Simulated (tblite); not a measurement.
SiHF: geometry relaxation

System: SiHF, multiplicity 3, SMILES F[SiH].
Method: GFN2-xTB geometry optimisation, gas phase (tblite 0.8.0).

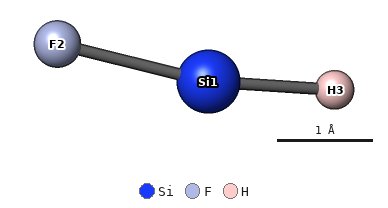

**Figure 1.** The input geometry (ball-and-stick view, seen at a tilt; atoms are numbered from 1 in the order of the input).

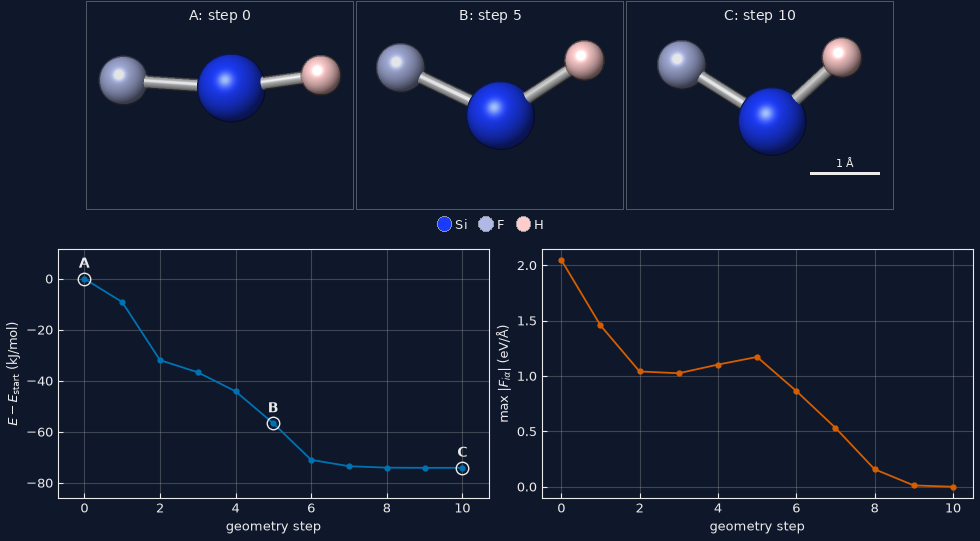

**Figure 2.** Frames of the relaxation (ball-and-stick view, seen at a tilt) above the curves, on which the letters mark them (steps are counted from 0).

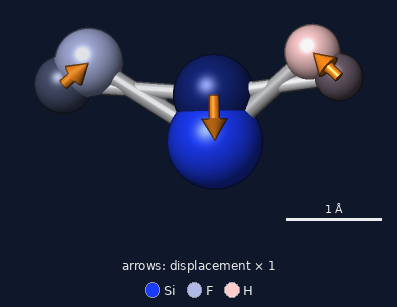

**Figure 3.** Start (faint) and end (solid) with the displacements as orange arrows, at true length (ball-and-stick view, seen at a tilt). The two geometries are laid on each other by the best rigid fit. The atom that moves furthest after the best rigid fit is Si1 (0.49 Å). By element the largest moves are Si 0.49 Å, H 0.40 Å, F 0.37 Å. Among the contacts that change: Si1–F2 1.693 → 1.642 Å, Si1–H3 1.416 → 1.441 Å. Among the angles that change: F2–Si1–H3 168.8° → 108.9°. Over 10 geometry steps the energy falls by 74.1 kJ/mol. Largest force component: 2 eV/Å at the start, under 0.0001 eV/Å at the end. (Atoms are counted from 1 in the order of the input.)

These pictures come from the run below.

The input:
```
{"job": {"kind": "relax", "xc": "GFN2-xTB", "basis": "xTB"}, "charge": 0, "multiplicity": 3}
Si     0.305599     0.150867     0.213568
F     -0.688482     1.518283     0.311776
H      1.342511    -0.808701     0.116683
```

The first line tells a small driver script what to run in tblite; the rest is the geometry in Å.

Launch command:
```bash
OMP_NUM_THREADS=1 python <driver script> task.json out
```

What the program printed:
```
step      E/eV     max force
  0    -186.58059    2.169
  1    -186.67519    1.796
  2    -186.91107    1.190
  3    -186.96048    1.343
  4    -187.03776    1.436
  5    -187.16793    1.340
  6    -187.31610    0.890
  7    -187.34189    0.607
  8    -187.34795    0.180
  9    -187.34857    0.013
 10    -187.34857    0.000
```

Trajectory as extended XYZ (Å, eV, eV/Å), 11 frames, from step=0 to step=10:
```
3
Properties=species:S:1:pos:R:3:forces:R:3 step=0 energy=-186.58059
Si    0.3056    0.1509    0.2136   -2.0490  -0.6940   0.1610
F    -0.6885    1.5183    0.3118    0.6140   0.6190  -0.0430
H     1.3425   -0.8087    0.1167    1.4350   0.0750  -0.1170
3
Properties=species:S:1:pos:R:3:forces:R:3 step=1 energy=-186.67519
Si    0.2763    0.1410    0.2159   -1.4580  -1.0440   0.1080
F    -0.6797    1.5271    0.3112    0.5940   0.5540  -0.0420
H     1.3630   -0.8076    0.1150    0.8650   0.4900  -0.0650
3
Properties=species:S:1:pos:R:3:forces:R:3 step=2 energy=-186.91107
Si    0.1543    0.0671    0.2250   -0.1040  -0.8290  -0.0010
F    -0.6339    1.5707    0.3079    0.6780  -0.2120  -0.0580
H     1.4392   -0.7773    0.1091   -0.5740   1.0410   0.0600
3
Properties=species:S:1:pos:R:3:forces:R:3 step=3 energy=-186.96048
Si    0.1107    0.0326    0.2282    0.1780  -0.5250  -0.0210
F    -0.6075    1.5805    0.3058    0.6850  -0.5000  -0.0620
H     1.4565   -0.7527    0.1080   -0.8640   1.0250   0.0830
3
Properties=species:S:1:pos:R:3:forces:R:3 step=4 energy=-187.03776
Si    0.0544   -0.0192    0.2323    0.4630  -0.1190  -0.0400
F    -0.5571    1.5805    0.3017    0.6400  -0.7960  -0.0620
H     1.4624   -0.7008    0.1081   -1.1030   0.9150   0.1020
3
Properties=species:S:1:pos:R:3:forces:R:3 step=5 energy=-187.16793
Si   -0.0152   -0.0957    0.2371    0.6840   0.3960  -0.0520
F    -0.4646    1.5561    0.2938    0.4880  -1.0370  -0.0530
H     1.4394   -0.5999    0.1112   -1.1720   0.6410   0.1040
3
Properties=species:S:1:pos:R:3:forces:R:3 step=6 energy=-187.31610
Si   -0.0632   -0.1690    0.2402    0.2800   0.6980  -0.0150
F    -0.3483    1.4961    0.2835    0.2050  -0.8650  -0.0270
H     1.3712   -0.4666    0.1184   -0.4850   0.1670   0.0420
3
Properties=species:S:1:pos:R:3:forces:R:3 step=7 energy=-187.34189
Si   -0.0586   -0.1735    0.2397   -0.5320   0.2880   0.0470
F    -0.3137    1.4579    0.2802    0.0330  -0.2000  -0.0050
H     1.3319   -0.4239    0.1221    0.4990  -0.0880  -0.0420
3
Properties=species:S:1:pos:R:3:forces:R:3 step=8 energy=-187.34795
Si   -0.0682   -0.1718    0.2405   -0.0850   0.1580   0.0090
F    -0.3142    1.4587    0.2802    0.0230  -0.1480  -0.0040
H     1.3420   -0.4264    0.1213    0.0610  -0.0100  -0.0050
3
Properties=species:S:1:pos:R:3:forces:R:3 step=9 energy=-187.34857
Si   -0.0699   -0.1691    0.2407   -0.0060   0.0120   0.0010
F    -0.3133    1.4553    0.2801    0.0010  -0.0100   0.0000
H     1.3428   -0.4258    0.1212    0.0040  -0.0010   0.0000
3
Properties=species:S:1:pos:R:3:forces:R:3 step=10 energy=-187.34857
Si   -0.0699   -0.1687    0.2407    0.0000   0.0000   0.0000
F    -0.3134    1.4551    0.2801    0.0000   0.0000   0.0000
H     1.3430   -0.4259    0.1212    0.0000   0.0000   0.0000
```

Key numbers:

| quantity | value |
| --- | --- |
| outcome | converged |
| total energy | −187.3486 eV |
| hardware | 1 CPU thread, shared host |
| peak memory | 0.18 GiB |
